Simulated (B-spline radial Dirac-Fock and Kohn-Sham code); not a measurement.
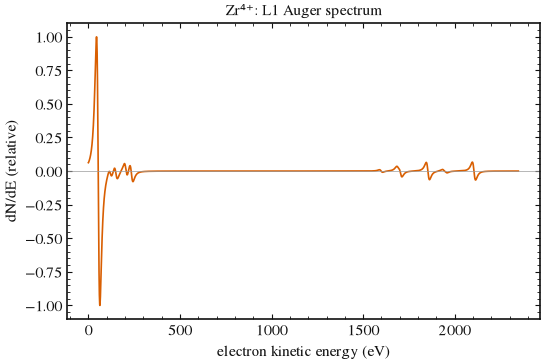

Auger and Coster–Kronig groups that fill an L1 (2s) hole, broadened by 30 eV full width and differentiated. Kinetic energies count from the vacuum level; very weak lines are left out. Species: Zr⁴⁺ ([Kr]), inside a Watson sphere of charge −4 and radius 2.7 Å that stands in for a crystal. Method: independent-particle Coulomb rates on relativistic LDA orbitals, configuration-average energies from Dirac–Fock (computed with a B-spline radial code). Widths ruled by Coster–Kronig decay come out up to twice the measured ones in this model.

### Which group is strongest?

L1-L3M5 at 55.24 eV, 41 % of the non-radiative width.

### How wide is the L1 level from this decay?

The non-radiative width is 5.52 eV.
